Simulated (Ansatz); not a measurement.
```yaml
crystal:
  lattice:
    - [4.26329, 0.00000, 0.00000]
    - [0.00000, 4.26329, 0.00000]
    - [0.00000, 0.00000, 10.32216]
  atoms:
    - { symbol: Sr, position: [0.00000, 0.00000, 0.00000] }
    - { symbol: Sr, position: [0.50000, 0.50000, 0.50000] }
    - { symbol: Si, position: [0.00000, 0.00000, 0.38000] }
    - { symbol: Si, position: [0.50000, 0.50000, 0.88000] }
    - { symbol: Si, position: [0.00000, 0.00000, 0.62000] }
    - { symbol: Si, position: [0.50000, 0.50000, 0.12000] }
    - { symbol: Si, position: [0.00000, 0.50000, 0.25000] }
    - { symbol: Si, position: [0.50000, 0.00000, 0.75000] }
    - { symbol: Si, position: [0.50000, 0.00000, 0.25000] }
    - { symbol: Si, position: [0.00000, 0.50000, 0.75000] }
```

Space group I4/mmm; built by placing these elements on a known structure type; not relaxed (largest force 0.9 eV/Å); computed pressure about 3 GPa in this cell.

Method: DFT, PAW plane waves, PBE (Ansatz 0.2.0).

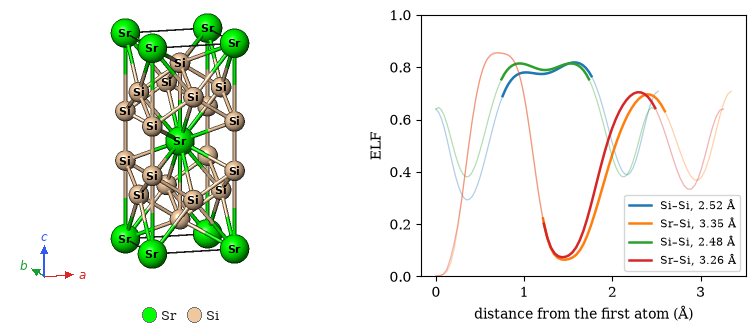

SrSi4. Electron localisation function along straight lines between neighbouring atoms. Thin, pale parts lie inside the atomic spheres. The structure is drawn too.

Core electrons are frozen (PAW), and the valence fields are smoothed inside the atomic spheres.

**What can be read from the curves?**

Si–Si (2.52 Å): the ELF peaks at about 0.80 between the atoms.
Sr–Si (3.35 Å): the ELF peaks at about 0.70 in the valence shell of Si, 1.0 Å from its nucleus, and drops to about 0.05 between the two atoms.
Si–Si (2.48 Å): the ELF peaks at about 0.80 between the atoms.
Sr–Si (3.26 Å): the ELF peaks at about 0.70 in the valence shell of Si, 1.0 Å from its nucleus, and drops to about 0.05 between the two atoms.
